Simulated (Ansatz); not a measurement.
# How many bands does the GW gap of Ge2As4W (MoSi2N4-type monolayer) need?

How do accuracy and time trade against each other in G0W0 on Ge2As4W (MoSi2N4-type monolayer)?

Calculated with Ansatz 0.2.0; G0W0 on LDA, plane waves, PAW; PAW set soft_1.

## 1. Starting point

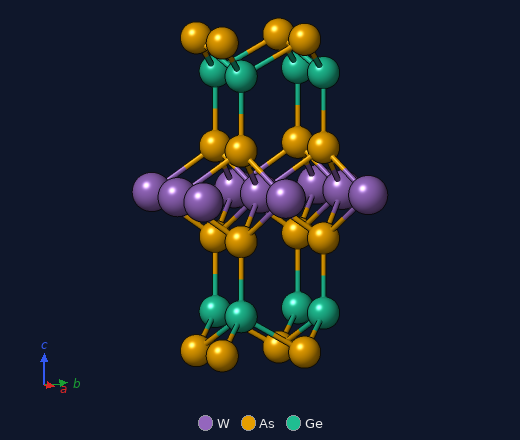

The starting structure, seen from the side, with the c axis up (tungsten purple, arsenic orange, germanium teal). 2×2×1 cells are drawn. Bonds to atoms that aren't drawn are left out. Some periodic images of atoms are drawn too.

The cell holds 7 atoms: 1 W, 4 As and 2 Ge. Its edges and angles: a = 3.610 Å, b = 3.610 Å, c = 43.200 Å, α = 90.0°, β = 90.0°, γ = 120.0°. Vacuum lies along c.

Structure file:

```cif
data_structure
_symmetry_space_group_name_H-M 'P 1'
_symmetry_Int_Tables_number 1
_cell_length_a 3.6099
_cell_length_b 3.6099
_cell_length_c 43.2000
_cell_angle_alpha 90.000
_cell_angle_beta 90.000
_cell_angle_gamma 120.000
_cell_volume 487.53
loop_
_atom_site_label
_atom_site_type_symbol
_atom_site_fract_x
_atom_site_fract_y
_atom_site_fract_z
_atom_site_occupancy
W1 W 0.00000 0.00000 0.50000 1
As2 As 0.33333 0.66667 0.53357 1
As3 As 0.33333 0.66667 0.46643 1
Ge4 Ge 0.33333 0.66667 0.58893 1
Ge5 Ge 0.33333 0.66667 0.41107 1
As6 As 0.66667 0.33333 0.61577 1
As7 As 0.66667 0.33333 0.38423 1
```

The structure was relaxed with LDA. The runs that relaxed it are not among those shown. Spin-orbit coupling is left out unless a step names it. The Coulomb interaction is cut off across the vacuum.

## 2. 95 empty bands, screening to 19.5 eV

Now the one-shot GW correction: screening in the RPA, then the self-energy of the levels asked for. This step takes PAW set soft_1 files.

input.yaml

```yaml
crystal:
  lattice:
    - [3.6098771035, 0.0, 0.0]
    - [-1.8049385518, 3.1262452762, 0.0]
    - [0.0, 0.0, 43.2]
  atoms:
    - { symbol: W, position: [0.0, 0.0, 0.5] }
    - { symbol: As, position: [0.3333333333, 0.6666666667, 0.5335697027] }
    - { symbol: As, position: [0.3333333333, 0.6666666667, 0.4664302973] }
    - { symbol: Ge, position: [0.3333333333, 0.6666666667, 0.5889312921] }
    - { symbol: Ge, position: [0.3333333333, 0.6666666667, 0.4110687079] }
    - { symbol: As, position: [0.6666666667, 0.3333333333, 0.6157689906] }
    - { symbol: As, position: [0.6666666667, 0.3333333333, 0.3842310094] }
  periodic: [true, true, false]
kpoints:
  mp_grid: { grid: [6, 6, 1] }
hamiltonian:
  xc: lda
  pseudopotentials: { kind: paw, azcp: { folder: soft_1 }, xc_functional: pbe }
scf:
  occupations: { method: fixed }
gw:
  n_empty_bands: 95
  ecut_chi: 19.5
  qp_bands: [v2, c2]
  qp_kpoints: band_edges
  screening: { model: contour_deformation }
```

The run is started by

```bash
$ ansatz run input.yaml --threads 8 --pin off --max-ram 17510MiB --backend cpu --events-out ev --progress --plain --runs-dir out
```

Numbers of over 12 decimals in the logs are rounded to 6 here.

Output:

```text
Engine: ansatz 0.2.0, aarch64-unknown-linux-gnu
Pseudopotentials: kind: paw
Pseudopotential: W, paw, valence charge 14, recommended cutoff 420 eV (normal), soft_1/W.paw.azcp
Pseudopotential: As, paw, valence charge 15, recommended cutoff 420 eV (normal), soft_1/As.paw.azcp
Pseudopotential: Ge, paw, valence charge 14, recommended cutoff 420 eV (normal), soft_1/Ge.paw.azcp
Functional definition: SPW92
  exchange = slater_x
  correlation = pw_c
Crystal: 7 atoms, lattice volume = 487.528 Å³
Basis set: ecut = 420 eV, 9409 PW (Γ)
Bands: 62, of which v1, the nominal top of the filled ones, is band 51 counted from 1 (50 counted from 0)
Symmetry: 12 space group operations
Space group: P-6m2 (ITA 187), of the structure as read, at distance tolerance 7.9e-5 Å
k-points: 7 of 36 (time reversal used)
Non-local potential: W, projectors of the file, l = 0: 3, l = 1: 2, l = 2: 2, l = 3: 1
Non-local potential: As, projectors of the file, l = 0: 2, l = 1: 2, l = 2: 3, l = 3: 1
Non-local potential: Ge, projectors of the file, l = 0: 2, l = 1: 2, l = 2: 3, l = 3: 1
PAW form: soft (Blöchl's): semilocal exchange-correlation on the pseudo side does not see the compensation charge
PAW frozen core: W, regenerated for the run's functional, and the local potential with it (the file was generated under x = pbe(κ = 0.804, μ = 0.219515), c = pbe(β = 0.066725))
PAW frozen core: As, regenerated for the run's functional, and the local potential with it (the file was generated under x = pbe(κ = 0.804, μ = 0.219515), c = pbe(β = 0.066725))
PAW frozen core: Ge, regenerated for the run's functional, and the local potential with it (the file was generated under x = pbe(κ = 0.804, μ = 0.219515), c = pbe(β = 0.066725))
PAW one-centre angular grid: W, 590 points (default); XC on 64 Gauss nodes
PAW one-centre angular grid: As, 590 points (default); XC on 64 Gauss nodes
PAW one-centre angular grid: Ge, 590 points (default); XC on 64 Gauss nodes
Initial density: superposition of atomic densities (neutral atoms: chi_scale 0, normalization atom)
Initial wavefunctions: pseudopotential atomic-orbital guess
Functional: x = slater, c = lda
SCF iter   1: F=—  HF=-37657.103318 eV  |F-HF|=—  |Δ(HF+E_count)|=         —  Δρ=2.00e-2  dr2=3.24e0  ethr=3.10e-3  ⟨swp⟩=6.9  Hψ=1642  notcnv=0  defer=56
preconditioner: auto → Resta (q_TF=auto, 2.102 Å⁻¹)  ε∞=2.2  [insulator: Δε(μ)=0.186 eV  Ē_g=9.045 eV  n_scr=82 (ndim 8)  ℏωp=9.8 eV  f_vac=0.682  ε∞_Penn≈2.2  vacuum switching on, ρ_ref=5.9e-3 e/Å³]
SCF iter   2: F=—  HF=-37656.673714 eV  |F-HF|=—  |Δ(HF+E_count)|=   4.30e-1  Δρ=1.23e-2  dr2=3.35e0  ethr=3.10e-3  ⟨swp⟩=3.1  Hψ=707  notcnv=0  defer=62
SCF iter   3: F=—  HF=-37656.629938 eV  |F-HF|=—  |Δ(HF+E_count)|=   4.38e-2  Δρ=9.11e-3  dr2=3.15e0  ethr=3.10e-3  ⟨swp⟩=3.6  Hψ=685  notcnv=0  defer=58
SCF iter   4: F=—  HF=-37656.315364 eV  |F-HF|=—  |Δ(HF+E_count)|=   3.15e-1  Δρ=2.31e-3  dr2=2.42e-2  ethr=3.09e-3  ⟨swp⟩=3.0  Hψ=661  notcnv=0  defer=54
SCF iter   5: F=—  HF=-37656.296980 eV  |F-HF|=—  |Δ(HF+E_count)|=   1.84e-2  Δρ=6.76e-4  dr2=1.79e-3  ethr=2.37e-5  ⟨swp⟩=4.0  Hψ=948  notcnv=0  defer=63
SCF iter   6: F=—  HF=-37656.297013 eV  |F-HF|=—  |Δ(HF+E_count)|=   3.32e-5  Δρ=2.33e-4  dr2=3.60e-4  ethr=1.75e-6  ⟨swp⟩=3.0  Hψ=620  notcnv=0  defer=63
SCF iter   7: F=—  HF=-37656.297065 eV  |F-HF|=—  |Δ(HF+E_count)|=   5.17e-5  Δρ=8.43e-5  dr2=6.89e-5  ethr=3.53e-7  ⟨swp⟩=3.0  Hψ=808  notcnv=0  defer=63
SCF iter   8: F=—  HF=-37656.297060 eV  |F-HF|=—  |Δ(HF+E_count)|=   4.36e-6  Δρ=3.73e-5  dr2=1.87e-5  ethr=6.76e-8  ⟨swp⟩=3.0  Hψ=655  notcnv=0  defer=62
SCF iter   9: F=—  HF=-37656.297058 eV  |F-HF|=—  |Δ(HF+E_count)|=   2.21e-6  Δρ=9.05e-6  dr2=5.23e-7  ethr=1.83e-8  ⟨swp⟩=3.0  Hψ=670  notcnv=0  defer=59
iter 10 met the thresholds in force, and the SCF goes on: an eigenvalue changes by 2.23 meV, over its tolerance of 2.00 meV (output.eigenvalues, Limitations)
SCF iter  10: F=-37656.297058 eV  HF=-37656.297058 eV  |F-HF|=3.38e-8  |Δ(HF+E_count)|=   1.70e-7  Δρ=2.81e-6  dr2=7.59e-8  ethr=9.80e-11  ⟨swp⟩=19.4  Hψ=2503  notcnv=0
SCF iter  11: F=-37656.297058 eV  HF=-37656.297058 eV  |F-HF|=1.53e-8  |Δ(HF+E_count)|=   1.24e-8  Δρ=8.68e-7  dr2=8.88e-9  ethr=7.44e-11  ⟨swp⟩=2.0  Hψ=1287  notcnv=0
SCF 1 converged in 11 iterations: F = -37656.297058 eV  dr2 = 8.88e-9
  greatest PAW one-centre occupation: 0.999 electrons in one spin orbital (limit 2), on the As atom at site 2 (counted from 0), in its partial waves of l = 2
NSCF: frozen V_eff on 7 k-points
G₀W₀ screening: q 1/7
[... further progress lines ...]
SCF converged after 11 iterations
an eigenvalue changed by more than its tolerance at an iteration that met the thresholds in force, so the SCF went on 1 time: the last check found none over its tolerance
Free energy (F): -37656.297058 eV
Harris-Foulkes:  -37656.297058 eV  (|F-HF|=1.53e-8)
Internal energy: -37656.297058 eV  (E = F + TS)
E sigma→0 (E₀):  -37656.297058 eV
Fermi energy:    -5.055220 eV
--- Per-component energies (eV) ---
  E_band       = -2990.285378
  E_kinetic    = 1004.395064
  E_local      = -578002.268517  (includes V_loc(G=0)·N_el)
  E_nonlocal   = -1132.451166
  E_hartree    = 288517.317265
  E_xc         = -690.342227
  E_vxc        = -659.795011  (∫ρ·V_xc dr)
  E_paw        = -19925.009011  (= ΣΔE_a)
  E_vpaw       = -1234.813827  (= ΣTr[D̂ρ^β])
  E_aug_tail   = 0.000141  (compensation charges beyond the density's cutoff)
  E_ewald      = 272559.660574
  E_core_change = 12.400819  (= ΣΔE_core)
  E_smearing   = -0.000000  (= −TS)
  E_closure    = 0.000000  (closes the sum)
  Σ components = -37656.297058   (vs F -37656.297058, Δ=0.00e0)
--- Band table (eV; the first three rows and the last of 7) ---
  k-point 0: bands = [... 47 lower, -5.3763, -5.3504, -5.3504, -5.1964, -3.0024, -2.9898, -2.1026, -2.1026, ... 7 higher]
  k-point 1: bands = [... 47 lower, -6.0522, -5.9960, -5.9913, -5.3791, -3.0816, -2.9168, -2.4054, -2.1403, ... 7 higher]
  k-point 2: bands = [... 47 lower, -6.8415, -6.4721, -6.3300, -5.9636, -3.9985, -3.4769, -3.2604, -2.9549, ... 7 higher]
  k-point 6: bands = [... 47 lower, -7.0254, -6.9430, -6.8959, -5.0552, -4.6087, -4.2496, -3.1328, -2.6966, ... 7 higher]
  ° read free of the cell's end (the report's vacuum.weakly_bound_levels)
--- G₀W₀: contour deformation, 7 samples at zero and on the imaginary axis and 1 off it, 36 q-points, 95 empty bands' worth ---
  eigenvalues of the whole cell's RPA ε∞ on this k-mesh (on a slab, of 1 + 4πα/V) = 1.2756, 12.2003, 12.2003; static W/v taken at q = 0 is 0.225475
  gw.qp_kpoints: band_edges: 5 of 7 stored k-points solved, in 1 pass; an edge of the gap read off the rows below is read off those points alone
    valence top: of the k-points left out ik 4 came nearest to being solved in a further pass, in band 51 (counted from 1, as in the quasiparticle table): it holds the edge there only if its correction is more favourable than any solved in that band by at least 0.746 eV; those differ by 0.286 eV
    conduction bottom: of the k-points left out ik 2 came nearest to being solved in a further pass, in band 52 (counted from 1, as in the quasiparticle table): it holds the edge there only if its correction is more favourable than any solved in that band by at least 0.449 eV; those differ by 0.387 eV
  `?` marks the rows in doubt; gw_qp.tsv's column doubts and the gw_qp event give each row's grounds
    ik  band        ε_KS         Σx   Σc(E_QP)       V_xc       Z   E_QP_lin       E_QP  E_QP is
     0    50     -5.3504   -16.8468     1.7243   -15.7891  0.6911    -4.7256    -4.6839  root
     0    51     -5.1964   -16.7568     1.3016   -16.2340  0.6791    -4.4666    -4.4176  root
     0    52     -3.0024   -11.2083    -3.2015   -15.9790  0.6958    -1.6231    -1.4331  root ?
     0    53     -2.9898   -10.7301    -3.2469   -15.5386  0.6987    -1.6200    -1.4282  root ?
     1    50     -5.9913   -16.8345     1.8884   -15.5619  0.6850    -5.4126    -5.3755  root
     1    51     -5.3791   -17.5365     1.4528   -16.9086  0.6737    -4.6090    -4.5542  root
     1    52     -3.0816   -10.2838    -3.0259   -14.4917  0.6871    -2.1090    -1.8996  root ?
     1    53     -2.9168   -10.6013    -3.1903   -15.0284  0.6896    -1.8723    -1.6801  root ?
     3    50     -6.0553   -16.5957     1.5346   -15.7835  0.6642    -5.3826    -5.3328  root
     3    51     -5.9392   -17.7299     2.0720   -16.4171  0.6837    -5.2307    -5.1800  root
     3    52     -4.0829   -10.2925    -2.7262   -14.2015  0.6965    -3.0960    -2.9001  root ?
     3    53     -3.7827   -11.0330    -2.9985   -15.2996  0.6766    -2.7243    -2.5145  root ?
     5    50     -6.4810   -15.9576     2.1218   -14.3465  0.6786    -5.9981    -5.9702  root
     5    51     -5.6582   -18.0082     1.2891   -17.6370  0.6672    -4.8072    -4.7402  root
     5    52     -4.2352   -13.3951    -2.5554   -17.2721  0.6835    -3.0939    -2.9135  root ?
     5    53     -3.6072   -14.1615    -3.3430   -18.9349  0.6326    -2.4425    -2.1769  root ?
     6    50     -6.8959   -15.4535     2.1935   -13.6386  0.6659    -6.5348    -6.5173  root
     6    51     -5.0552   -18.4434     0.7416   -18.7473  0.6769    -4.0791    -4.0097  root
     6    52     -4.6087   -14.9503    -2.3625   -18.6558  0.6718    -3.4514    -3.2656  root ?
     6    53     -4.2496   -12.3610    -2.8077   -16.5187  0.6914    -3.0834    -2.8996  root ?
```

Elapsed: 45 s, on 8 threads of Arm Neoverse V2, shared host; peak memory 2.7 GiB.

This step gave:

| Item | Value |
| --- | --- |
| bands summed | 146 |
| plane waves in the screening matrix | 121 |
| q-points in the mesh | 36 |
| G0W0 gap on the mesh | 0.7440 eV |
| k of the valence top | 0.3333, 0.3333, 0 |
| k of the conduction bottom | 0.3333, 0.3333, 0 |
| starting gap on the mesh | 0.4466 eV |
| Z at the valence top | 0.6769 |
| Z at the conduction bottom | 0.6718 |
| least direct G0W0 gap on the computed points | 0.7440 eV |

The gap on the mesh goes from 0.45 eV to 0.74 eV, a correction of +0.30 eV. The program marks an edge row as in doubt. Between the two edge states, bare exchange in place of the xc potential would open the gap by 3.40 eV, and correlation takes back 3.10 eV.

## 3. 269 empty bands, screening to 39 eV

Another rung: the empty bands reach about as high as the screening cutoff, so the two stay in balance.

input.yaml: that of step 2 with these lines changed.

```diff
@@ -22,4 +22,4 @@
 gw:
-  n_empty_bands: 95
-  ecut_chi: 19.5
+  n_empty_bands: 269
+  ecut_chi: 39.0
   qp_bands: [v2, c2]
```

Output:

```text
[...]
Crystal: 7 atoms, lattice volume = 487.528 Å³
Basis set: ecut = 420 eV, 9409 PW (Γ)
Bands: 62, of which v1, the nominal top of the filled ones, is band 51 counted from 1 (50 counted from 0)
Symmetry: 12 space group operations
[...]
k-points: 7 of 36 (time reversal used)
[...]
SCF iter   1: F=—  HF=-37657.103318 eV  |F-HF|=—  |Δ(HF+E_count)|=         —  Δρ=2.00e-2  dr2=3.24e0  ethr=3.10e-3  ⟨swp⟩=6.9  Hψ=1642  notcnv=0  defer=56
[...]
SCF iter  11: F=-37656.297058 eV  HF=-37656.297058 eV  |F-HF|=1.53e-8  |Δ(HF+E_count)|=   1.24e-8  Δρ=8.68e-7  dr2=8.88e-9  ethr=7.44e-11  ⟨swp⟩=2.0  Hψ=1287  notcnv=0
SCF 1 converged in 11 iterations: F = -37656.297058 eV  dr2 = 8.88e-9
[...]
NSCF: frozen V_eff on 7 k-points
G₀W₀ screening: q 1/7
[... further progress lines ...]
SCF converged after 11 iterations
[...]
Free energy (F): -37656.297058 eV
[...]
Internal energy: -37656.297058 eV  (E = F + TS)
E sigma→0 (E₀):  -37656.297058 eV
Fermi energy:    -5.055220 eV
[...]
--- Band table (eV; the first three rows and the last of 7) ---
  k-point 0: bands = [... 47 lower, -5.3763, -5.3504, -5.3504, -5.1964, -3.0024, -2.9898, -2.1026, -2.1026, ... 7 higher]
  k-point 1: bands = [... 47 lower, -6.0522, -5.9960, -5.9913, -5.3791, -3.0816, -2.9168, -2.4054, -2.1403, ... 7 higher]
  k-point 2: bands = [... 47 lower, -6.8415, -6.4721, -6.3300, -5.9636, -3.9985, -3.4769, -3.2604, -2.9549, ... 7 higher]
  k-point 6: bands = [... 47 lower, -7.0254, -6.9430, -6.8959, -5.0552, -4.6087, -4.2496, -3.1328, -2.6966, ... 7 higher]
  ° read free of the cell's end (the report's vacuum.weakly_bound_levels)
[...]
0    50     -5.3504   -16.8468     1.3917   -15.7891  0.6830    -5.0301    -5.0166  root
     0    51     -5.1964   -16.7568     0.9583   -16.2340  0.6716    -4.7804    -4.7609  root
     0    52     -3.0024   -11.2083    -3.5167   -15.9790  0.6888    -1.9407    -1.7484  root ?
     0    53     -2.9898   -10.7301    -3.5543   -15.5386  0.6918    -1.9312    -1.7357  root ?
     1    50     -5.9913   -16.8345     1.5709   -15.5619  0.6771    -5.7043    -5.6930  root
     1    51     -5.3791   -17.5365     1.0905   -16.9086  0.6657    -4.9385    -4.9165  root
     1    52     -3.0816   -10.2838    -3.3099   -14.4917  0.6785    -2.4217    -2.1836  root ?
     1    53     -2.9168   -10.6013    -3.4835   -15.0284  0.6822    -2.1870    -1.9733  root ?
     3    50     -6.0553   -16.5957     1.1902   -15.7835  0.6543    -5.6949    -5.6773  root
     3    51     -5.9392   -17.7299     1.7258   -16.4171  0.6751    -5.5452    -5.5262  root
     3    52     -4.0829   -10.2925    -2.9686   -14.2015  0.6896    -3.3752    -3.1425  root ?
     3    53     -3.7827   -11.0330    -3.2681   -15.2996  0.6709    -3.0063    -2.7842  root ?
     5    50     -6.4810   -15.9576     1.8295   -14.3465  0.6711    -6.2681    -6.2625  root
     5    51     -5.6582   -18.0082     0.9062   -17.6370  0.6589    -5.1514    -5.1232  root
     5    52     -4.2352   -13.3951    -2.8720   -17.2721  0.6739    -3.4354    -3.2302  root ?
     5    53     -3.6072   -14.1615    -3.7131   -18.9349  0.6253    -2.7936    -2.5469  root ?
     6    50     -6.8959   -15.4535     1.9243   -13.6386  0.6586    -6.7886    -6.7865  root
     6    51     -5.0552   -18.4434     0.3293   -18.7473  0.6669    -4.4545    -4.4219  root
     6    52     -4.6087   -14.9503    -2.7252   -18.6558  0.6622    -3.8276    -3.6284  root ?
     6    53     -4.2496   -12.3610    -3.1171   -16.5187  0.6830    -3.4003    -3.2091  root ?
```

The job ended after 2.1 min (8 threads; peak memory 6.3 GiB).

Numbers from this step:

* bands summed: 320
* plane waves in the screening matrix: 253
* q-points in the mesh: 36
* G0W0 gap on the mesh: 0.7936 eV
* k of the valence top: 0.3333, 0.3333, 0
* k of the conduction bottom: 0.3333, 0.3333, 0
* starting gap on the mesh: 0.4466 eV
* Z at the valence top: 0.6669
* Z at the conduction bottom: 0.6622
* least direct G0W0 gap on the computed points: 0.7936 eV

Against the run with 6×6×1 mesh, 95 empty bands, screening to 19.5 eV, PAW set soft_1 files, the gap moves by +0.05 eV.

(Continued in part 2 of 2.)

[Paths, hosts, dates, memory and timing lines, banners, echoed tables and standing remarks are left out of the program output.]

[Logs are printed without paths, hosts, clocks, repeated set-up lines and the standing remarks that a program may print on its own settings, such as how far it seeks lower states.]

[Runs of the session that timed out or met a known fault of the program may be left out.]

[Cells called generated may have been cut or substituted from an entry of the Crystallography Open Database or the Materials Project.]

[Hosts, paths, dates, database ids (printed as entryN), source tags and the programs' standing remarks are cut or masked in the printed files.]
